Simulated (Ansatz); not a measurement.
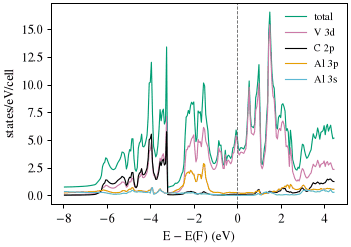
*Total and projected density of states of AlV2C in space group P6_3/mmc (No. 194; Al on 2d, V on 4f, C on 2a), PBE in the plane-wave PAW code Ansatz*

Task: Which orbitals carry the states next to the Fermi level?

Result: Within 0.5 eV of the Fermi level: V 3d 90 %, Al 3p 5 %. Projections are on Löwdin-orthogonalised atomic valence shells; empty p or d shells of many metals are not among them.

Task: Where is the tallest occupied peak in this window, and what makes it?

Result: Near -3.2 eV, about 13 states/eV per cell; the largest projected share is V 3d.

The PBE relaxation kept the symmetry of its start. The workflow began spin-polarised and lost its moments.

Potentials: the later of the program's two PAW sets.
